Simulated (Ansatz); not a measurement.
# NaVSe3 (model cell, started as cubic perovskite with V in the octahedra): following an unstable mode, part 2 of 3

Which phase does NaVSe3 (model cell, started as cubic perovskite with V in the octahedra) fall into along its unstable mode, and how much energy does it gain?

Ansatz 0.2.0; DFT PBE, scalar-relativistic, plane waves, PAW.

So far, highest frequency on the path or at a solved wavevector (cm⁻¹): step 2 (response at finite wavevector) 250. Also lowest frequency on the path (cm⁻¹): step 2 -146.

The structure was built from a prototype and need not be the compound's stable phase.

**5. Energy along the mode, all amplitudes (two of the runs are shown above)**

An imaginary frequency means negative curvature, so the energy should fall and then rise again as anharmonic terms take over.

This step gave:

* depth at the lowest point sampled: 21.66 meV/atom
* largest atomic shift at that point: 0.32 Å

Energy from the parent against largest atomic shift:

```csv
largest atomic shift (Å),energy from the parent (meV/atom)
0.000,0
0.040,-0.623
0.080,-2.47
0.140,-7.60
0.220,-17.6
0.320,-21.7
0.450,10.6
```

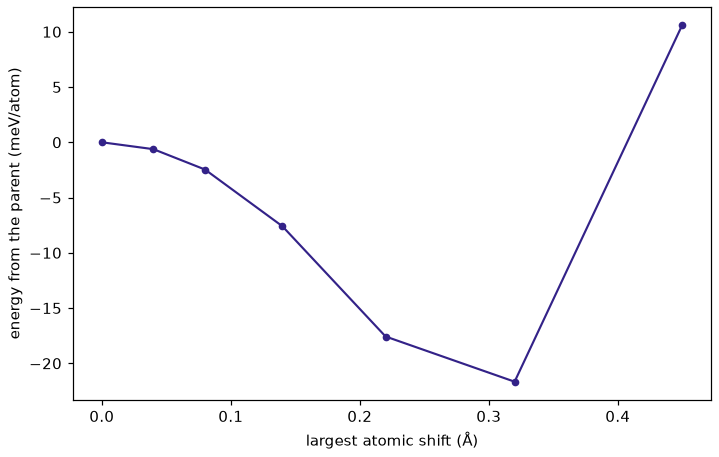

Energy from the parent against largest atomic shift.

Displacement at unit largest shift by atom:

```csv
atom,x (Å),y (Å),z (Å),size
Na1,0.00,0.00,0.00,0.00
Na2,0.00,0.00,0.00,0.00
V3,0.00,-1.00,0.00,1.00
V4,0.00,1.00,0.00,1.00
Se5,0.00,0.00,0.00,0.00
Se6,0.00,0.00,0.00,0.00
Se7,0.00,-0.11,0.00,0.11
Se8,0.00,0.11,0.00,0.11
Se9,0.00,0.39,0.00,0.39
Se10,0.00,-0.39,0.00,0.39
```

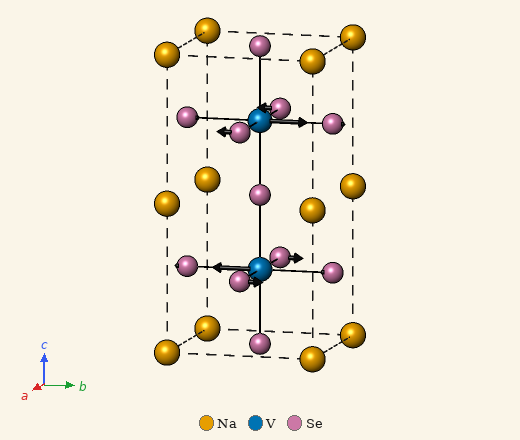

Displacement at unit largest shift as arrows, the longest 1 Å. Some periodic images of atoms are drawn too.

The lowest of the steps tried is at 0.32 Å, 21.7 meV/atom below the parent; the bottom of the well need not coincide with a step.

**6. Relaxation from the frozen mode**

Starting from the lowest point found, all atoms and the cell are let go, so that strain and other modes of the same symmetry can join in.

Input file input.yaml:

```yaml
crystal:
  lattice:
    - [4.8990130555, 0.0, 0.0]
    - [0.0, 4.8990130555, 0.0]
    - [0.0, 0.0, 9.798026111]
  atoms:
    - { symbol: Na, position: [0.0, 0.0, 0.0] }
    - { symbol: Na, position: [0.0, 0.0, 0.5] }
    - { symbol: V, position: [0.5, 0.4346807211, 0.25] }
    - { symbol: V, position: [0.5, 0.5653192789, 0.75] }
    - { symbol: Se, position: [0.5, 0.5, 0.5] }
    - { symbol: Se, position: [0.5, 0.5, 0.0] }
    - { symbol: Se, position: [0.5, -0.0071698924, 0.25] }
    - { symbol: Se, position: [0.5, 0.0071698924, 0.75] }
    - { symbol: Se, position: [0.0, 0.5257482205, 0.25] }
    - { symbol: Se, position: [0.0, 0.4742517795, 0.75] }
kpoints:
  mp_grid: { grid: [6, 6, 4] }
hamiltonian:
  xc: pbe
scf:
  occupations: { method: methfessel_paxton, width: 0.15 }
output:
  forces: true
  stress: true
  eigenvalues: true
relax:
  adjacent_minimum: "off"
  f_tol: 0.002
  max_steps: 120
  cell: { stress_tol: 0.03 }
```

Command:

```
$ ansatz run input.yaml --threads 8 --pin off --max-ram 14336MiB --backend cpu --events-out ev --progress --plain --runs-dir out
```

Numbers of over 12 decimals in the logs are rounded to 6 here.

The program printed:

```text
[...]
Crystal: 10 atoms, lattice volume = 235.156 Å³
Basis set: ecut = 420 eV, 4597 PW (Γ), exchange–correlation on 72×72×144 points (8 copies of the dense FFT grid, shifted against one another)
Bands: 84, of which v1, the nominal top of the filled ones, is band 70 counted from 1 (69 counted from 0)
Symmetry: 8 space group operations
[...]
k-points: 48 of 144
[...]
SCF iter   1: F=—  HF=-41616.969381 eV  |F-HF|=—  |Δ(HF+E_count)|=         —  Δρ=2.63e-3  dr2=1.88e-2  ethr=1.77e-3  ⟨swp⟩=6.0  Hψ=13796  notcnv=0
[...]
SCF iter   7: F=-41616.970861 eV  HF=-41616.970861 eV  |F-HF|=6.71e-8  |Δ(HF+E_count)|=   7.14e-8  S|Δr|=    0.00e0  Δρ=5.50e-6  dr2=7.82e-8  ethr=7.14e-11  ⟨swp⟩=7.2  Hψ=17183  notcnv=0
SCF 1 converged in 7 iterations: F = -41616.970861 eV  dr2 = 7.82e-8
[...]
relax step   1: F+E_penalty+E_count = -41616.97086084 eV  Δ(F+E_penalty+E_count) = +0.000e0 eV  max|allowed force component| = 1.140e0 eV/Å  Δτ_max = 0.0000 Å  P = +1.319 GPa  Ω = 235.156 Å³  (7 SCF iters, dr2 threshold 1.00e-7 eV, accepted)
Crystal: 10 atoms, lattice volume = 235.472 Å³
Basis set: ecut = 420 eV, 4617 PW (Γ), exchange–correlation on 72×72×144 points (8 copies of the dense FFT grid, shifted against one another)
[...]
SCF iter   8: F=-41617.134493 eV  HF=-41617.134493 eV  |F-HF|=9.71e-8  |Δ(HF+E_count)|=   2.29e-7  S|Δr|=    0.00e0  Δρ=5.53e-6  dr2=1.18e-7  ethr=7.14e-10  ⟨swp⟩=7.5  Hψ=16261  notcnv=0
SCF 2 converged in 8 iterations: F = -41617.134493 eV  dr2 = 1.18e-7
relax step   2: F+E_penalty+E_count = -41617.13449300 eV  Δ(F+E_penalty+E_count) = -1.636e-1 eV  max|allowed force component| = 3.332e-1 eV/Å  Δτ_max = 0.1724 Å  P = -0.126 GPa  Ω = 235.472 Å³  energy of the carried Pulay correction = -3.234e-5 eV  (8 SCF iters, dr2 threshold 1.00e-6 eV, accepted)
Crystal: 10 atoms, lattice volume = 237.465 Å³
Basis set: ecut = 420 eV, 4641 PW (Γ), exchange–correlation on 72×72×144 points (8 copies of the dense FFT grid, shifted against one another)
[...]
SCF iter   6: F=-41617.198817 eV  HF=-41617.198817 eV  |F-HF|=3.81e-8  |Δ(HF+E_count)|=   3.93e-7  S|Δr|=    0.00e0  Δρ=1.08e-5  dr2=2.33e-7  ethr=7.14e-10  ⟨swp⟩=6.2  Hψ=17762  notcnv=0
SCF 3 converged in 6 iterations: F = -41617.198817 eV  dr2 = 2.33e-7
relax step   3: F+E_penalty+E_count = -41617.19881674 eV  Δ(F+E_penalty+E_count) = -6.432e-2 eV  max|allowed force component| = 2.382e-1 eV/Å  Δτ_max = 0.0721 Å  P = -0.139 GPa  Ω = 237.465 Å³  energy of the carried Pulay correction = -2.352e-4 eV  (6 SCF iters, dr2 threshold 1.00e-6 eV, accepted)
[... from here on, the SCF cycles and remarks between the steps are left out ...]
relax step   4: F+E_penalty+E_count = -41617.35060950 eV  Δ(F+E_penalty+E_count) = -1.518e-1 eV  max|allowed force component| = 5.351e-2 eV/Å  Δτ_max = 0.1240 Å  P = +0.342 GPa  Ω = 240.457 Å³  energy of the carried Pulay correction = -5.365e-4 eV  (7 SCF iters, dr2 threshold 1.00e-6 eV, accepted)
relax step   5: F+E_penalty+E_count = -41617.47565271 eV  Δ(F+E_penalty+E_count) = -1.250e-1 eV  max|allowed force component| = 2.058e-1 eV/Å  Δτ_max = 0.0677 Å  P = +0.348 GPa  Ω = 244.731 Å³  energy of the carried Pulay correction = -9.604e-4 eV  (7 SCF iters, dr2 threshold 1.00e-6 eV, accepted)
relax step   6: F+E_penalty+E_count = -41617.54477925 eV  Δ(F+E_penalty+E_count) = -6.913e-2 eV  max|allowed force component| = 2.982e-1 eV/Å  Δτ_max = 0.0493 Å  P = +0.282 GPa  Ω = 248.323 Å³  energy of the carried Pulay correction = -1.311e-3 eV  (7 SCF iters, dr2 threshold 1.00e-6 eV, accepted)
relax step   7: F+E_penalty+E_count = -41617.55390264 eV  Δ(F+E_penalty+E_count) = -9.123e-3 eV  max|allowed force component| = 5.459e-2 eV/Å  Δτ_max = 0.0133 Å  P = -0.088 GPa  Ω = 249.408 Å³  energy of the carried Pulay correction = -1.416e-3 eV  (6 SCF iters, dr2 threshold 1.00e-6 eV, accepted)
relax step   8: F+E_penalty+E_count = -41617.55433900 eV  Δ(F+E_penalty+E_count) = -4.364e-4 eV  max|allowed force component| = 8.671e-3 eV/Å  Δτ_max = 0.0062 Å  P = -0.010 GPa  Ω = 249.077 Å³  energy of the carried Pulay correction = -1.384e-3 eV  (5 SCF iters, dr2 threshold 1.86e-7 eV, accepted)
relax step   9: F+E_penalty+E_count = -41617.55444270 eV  Δ(F+E_penalty+E_count) = -1.037e-4 eV  max|allowed force component| = 1.730e-3 eV/Å  Δτ_max = 0.0057 Å  P = -0.007 GPa  Ω = 248.954 Å³  energy of the carried Pulay correction = -1.372e-3 eV  (6 SCF iters, dr2 threshold 4.70e-9 eV, accepted)
relax step  10: F+E_penalty+E_count = -41617.55449856 eV  Δ(F+E_penalty+E_count) = -5.586e-5 eV  max|allowed force component| = 4.240e-3 eV/Å  Δτ_max = 0.0085 Å  P = +0.011 GPa  Ω = 248.875 Å³  energy of the carried Pulay correction = -1.364e-3 eV  (8 SCF iters, accepted)
relax step  11: F+E_penalty+E_count = -41617.55450291 eV  Δ(F+E_penalty+E_count) = -4.347e-6 eV  max|allowed force component| = 4.625e-4 eV/Å  Δτ_max = 0.0010 Å  P = +0.002 GPa  Ω = 248.881 Å³  energy of the carried Pulay correction = -1.365e-3 eV  (5 SCF iters, dr2 threshold 1.12e-9 eV, accepted)
relax step  12: F+E_penalty+E_count = -41617.60811292 eV  Δ(F+E_penalty+E_count) = -5.361e-2 eV  max|allowed force component| = 7.058e-3 eV/Å  Δτ_max = 0.0000 Å  P = +0.370 GPa  Ω = 248.881 Å³  stress off target by 9.83e-1 GPa  SCF on the basis re-selected at this cell (its energy is not comparable with the rows above)  (9 SCF iters)
relax step  13: F+E_penalty+E_count = -41617.63443573 eV  Δ(F+E_penalty+E_count) = -2.632e-2 eV  max|allowed force component| = 1.536e-1 eV/Å  Δτ_max = 0.0542 Å  P = -0.357 GPa  Ω = 257.359 Å³  energy of the carried Pulay correction = -9.547e-4 eV  (6 SCF iters, dr2 threshold 1.00e-6 eV, accepted)
relax step  14: F+E_penalty+E_count = -41617.64937078 eV  Δ(F+E_penalty+E_count) = -1.494e-2 eV  max|allowed force component| = 6.911e-2 eV/Å  Δτ_max = 0.0687 Å  P = -0.059 GPa  Ω = 256.419 Å³  energy of the carried Pulay correction = -8.146e-4 eV  (6 SCF iters, dr2 threshold 1.00e-6 eV, accepted)
relax step  15: F+E_penalty+E_count = -41617.65405142 eV  Δ(F+E_penalty+E_count) = -4.681e-3 eV  max|allowed force component| = 7.794e-2 eV/Å  Δτ_max = 0.1595 Å  P = -0.052 GPa  Ω = 255.536 Å³  energy of the carried Pulay correction = -6.827e-4 eV  (7 SCF iters, dr2 threshold 2.99e-7 eV, accepted)
relax step  16: F+E_penalty+E_count = -41617.65489310 eV  Δ(F+E_penalty+E_count) = -8.417e-4 eV  max|allowed force component| = 8.824e-2 eV/Å  Δτ_max = 0.0616 Å  P = +0.037 GPa  Ω = 256.493 Å³  energy of the carried Pulay correction = -8.133e-4 eV  (7 SCF iters, dr2 threshold 3.80e-7 eV, accepted)
relax step  17: F+E_penalty+E_count = -41617.65631592 eV  Δ(F+E_penalty+E_count) = -1.423e-3 eV  max|allowed force component| = 2.313e-2 eV/Å  Δτ_max = 0.0191 Å  P = -0.012 GPa  Ω = 255.988 Å³  energy of the carried Pulay correction = -7.461e-4 eV  (6 SCF iters, dr2 threshold 4.87e-7 eV, accepted)
relax step  18: F+E_penalty+E_count = -41617.65668966 eV  Δ(F+E_penalty+E_count) = -3.737e-4 eV  max|allowed force component| = 4.218e-3 eV/Å  Δτ_max = 0.0180 Å  P = +0.015 GPa  Ω = 255.926 Å³  energy of the carried Pulay correction = -7.369e-4 eV  (7 SCF iters, dr2 threshold 3.34e-8 eV, accepted)
relax step  19: F+E_penalty+E_count = -41617.65669567 eV  Δ(F+E_penalty+E_count) = -6.008e-6 eV  max|allowed force component| = 2.207e-3 eV/Å  Δτ_max = 0.0037 Å  P = +0.001 GPa  Ω = 256.012 Å³  energy of the carried Pulay correction = -7.473e-4 eV  (7 SCF iters, dr2 threshold 1.11e-9 eV, accepted)
relax step  20: F+E_penalty+E_count = -41617.65669568 eV  Δ(F+E_penalty+E_count) = -1.379e-8 eV  max|allowed force component| = 4.836e-4 eV/Å  Δτ_max = 0.0003 Å  P = -0.000 GPa  Ω = 256.027 Å³  energy of the carried Pulay correction = -7.492e-4 eV  (5 SCF iters, dr2 threshold 3.05e-10 eV, accepted)
Basis set: ecut = 420 eV, 5001 PW (Γ), exchange–correlation on 60×90×128 points (8 copies of the dense FFT grid, shifted against one another)
[...]
SCF iter   8: F=-41617.658053 eV  HF=-41617.658053 eV  |F-HF|=7.28e-12  |Δ(HF+E_count)|=  1.31e-10  S|Δr|=    0.00e0  Δρ=6.01e-8  dr2=1.04e-11  ethr=1.00e-12  ⟨swp⟩=4.0  Hψ=14090  notcnv=0
SCF 21 converged in 8 iterations: F = -41617.658053 eV  dr2 = 1.04e-11
relax step  21: F+E_penalty+E_count = -41617.65805338 eV  Δ(F+E_penalty+E_count) = -1.358e-3 eV  max|allowed force component| = 4.368e-4 eV/Å  Δτ_max = 0.0000 Å  P = +0.005 GPa  Ω = 256.027 Å³  stress off target by 2.37e-2 GPa  SCF on the basis re-selected at this cell (its energy is not comparable with the rows above)  (8 SCF iters)
[...]
SCF converged after 8 iterations
[...]
Free energy (F): -41617.658053 eV
[...]
Internal energy: -41617.661973 eV  (E = F + TS)
E sigma→0 (E₀):  -41617.659033 eV
Entropy (-TS):   0.003920 eV (0.392 meV/atom)
Fermi energy:    6.652657 eV
[...]
--- Forces (eV/Å), atoms counted from 1 ---
  atom   1  Na     0.00000000     0.00000000    -0.00000000
  atom   2  Na     0.00000000     0.00000000     0.00000000
  atom   3  V      0.00000000     0.00009902    -0.00000000
  atom   4  V      0.00000000    -0.00009902     0.00000000
  atom   5  Se     0.00000000    -0.00000000     0.00000000
  atom   6  Se     0.00000000    -0.00000000     0.00000000
  atom   7  Se     0.00000000    -0.00005032     0.00000000
  atom   8  Se     0.00000000     0.00005032    -0.00000000
  atom   9  Se     0.00000000    -0.00043678    -0.00000000
  atom  10  Se     0.00000000     0.00043678     0.00000000
  max |Σ_I F_I| component: 5.42e-20 eV/Å
--- Stress (GPa, compression-positive) ---
       -0.007119       0.000000       0.000000
        0.000000       0.023722      -0.000000
        0.000000      -0.000000      -0.000866
  P = ⅓ Tr σ = 0.0052 GPa (0.052 kbar)
--- Band table (eV; the first three rows and the last of 48) ---
  k-point 0: bands = [... 66 lower, 4.8818, 5.2927, 5.9682, 6.0813, 6.5781, 6.7212, 6.9543, 7.7771, ... 10 higher]
  k-point 1: bands = [... 66 lower, 4.9645, 5.3101, 5.4280, 6.3779, 6.6296, 6.8420, 7.3443, 7.5933, ... 10 higher]
  k-point 2: bands = [... 66 lower, 4.9839, 4.9839, 5.9101, 5.9101, 7.1713, 7.1713, 7.1918, 7.1918, ... 10 higher]
  k-point 47: bands = [... 66 lower, 5.5446, 5.5446, 6.3786, 6.3786, 6.8858, 6.8858, 6.9408, 6.9408, ... 10 higher]
--- Relaxed structure (19 steps of the walk, 19 accepted, 2 SCFs on fresh bases) ---
  F+E_penalty+E_count = -41617.65805338 eV   max|allowed force component| = 4.368e-4 eV/Å   (the final SCF, on the basis selected at the relaxed cell)
  cell:  # Å, volume = 256.0265 Å³
    - [4.376072, 0.0, 0.0]
    - [0.0, 6.231535, 0.0]
    - [0.0, 0.0, 9.388700]
  atoms:
    - { symbol: Na, position: [0, 1.1939692044691464e-18, 0] }
    - { symbol: Na, position: [0, 1.1939692044691462e-18, 0.5] }
    - { symbol: V, position: [0.5, 0.423979, 0.25] }
    - { symbol: V, position: [0.5, 0.576021, 0.75] }
    - { symbol: Se, position: [0.5, 0.500000, 0.5] }
    - { symbol: Se, position: [0.5, 0.500000, 0] }
    - { symbol: Se, position: [0.5, 0.059483, 0.25] }
    - { symbol: Se, position: [0.5, -0.059483, 0.75] }
    - { symbol: Se, position: [0, 0.598060, 0.25] }
    - { symbol: Se, position: [0, 0.401940, 0.75] }
```

Wall time 5 min (8 threads of Arm Neoverse N1, shared host); peak memory 1.6 GiB.

Step by step:

```csv
step,energy less that of the first step (eV),largest force component (eV/Å),pressure (GPa),volume (Å³)
1,0.0000,1.1403,1.32,235.16
2,-0.1636,0.3332,-0.13,235.47
3,-0.2280,0.2382,-0.14,237.47
4,-0.3797,0.0535,0.34,240.46
5,-0.5048,0.2058,0.35,244.73
6,-0.5739,0.2982,0.28,248.32
7,-0.5830,0.0546,-0.09,249.41
8,-0.5835,0.0087,-0.01,249.08
9,-0.5836,0.0017,-0.01,248.95
10,-0.5836,0.0042,0.01,248.87
11,-0.5836,0.0005,0.00,248.88
12*,-0.6373,0.0071,0.37,248.88
13,-0.6636,0.1536,-0.36,257.36
14,-0.6785,0.0691,-0.06,256.42
15,-0.6832,0.0779,-0.05,255.54
16,-0.6840,0.0882,0.04,256.49
17,-0.6855,0.0231,-0.01,255.99
18,-0.6858,0.0042,0.02,255.93
19,-0.6858,0.0022,0.00,256.01
20,-0.6858,0.0005,0.00,256.03
21*,-0.6872,0.0004,0.01,256.03
```

Relaxation steps marked * repeat the geometry before them on a plane-wave basis chosen anew for their cell, so energy and pressure can jump there.

Forces are held to the 8 operations that the run works with; a distortion that breaks them can't arise in this run.

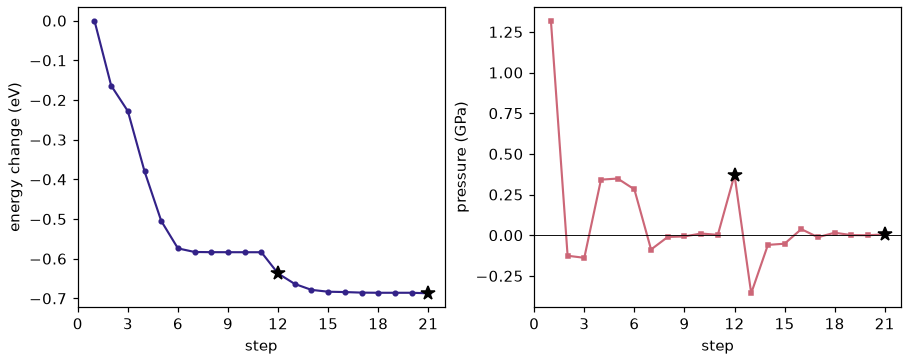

Energy and pressure along the relaxation. Stars mark steps on a basis chosen anew.

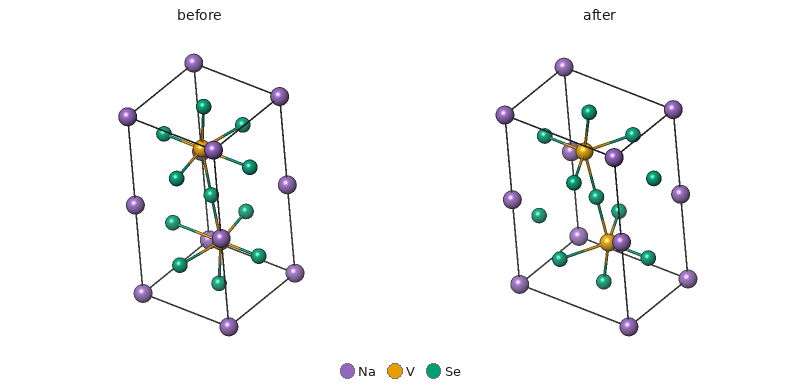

Before and after, at one scale.

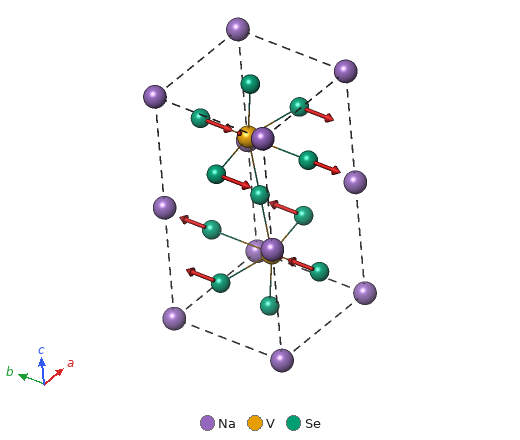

Displacements in the relaxation, exaggerated, measured against the changing cell; the longest in the cell stands for 0.45 Å. Some periodic images of atoms are drawn too.

```csv
cell as run,before,after,change
a (Å),4.899,4.376,-10.7 %
b (Å),4.899,6.232,+27.2 %
c (Å),9.798,9.389,-4.2 %
volume (Å³/atom),23.52,25.60,+8.9 %
```

The atoms that moved most (Å, as changes of fractional coordinates times the final cell):

```csv
atom,dx,dy,dz,length
Se10,0.000,-0.451,0.000,0.451
Se9,0.000,0.451,0.000,0.451
Se8,0.000,-0.415,0.000,0.415
Se7,0.000,0.415,0.000,0.415
V3,0.000,-0.067,0.000,0.067
V4,0.000,0.067,0.000,0.067
```

Numbers from this step:

```
pressure        : 0.005246 GPa
volume per atom : 25.60 Å³
```

The distorted start has space group Pmma; the relaxation ends in Pmma.

(Part 2 of 3 ends here.)

[Logs are printed without paths, hosts, clocks, repeated set-up lines and the standing remarks that a program may print on its own settings, such as how far it seeks lower states.]

[Hosts, paths, dates, database ids (printed as entryN), source tags and the programs' standing remarks are cut or masked in the printed files.]
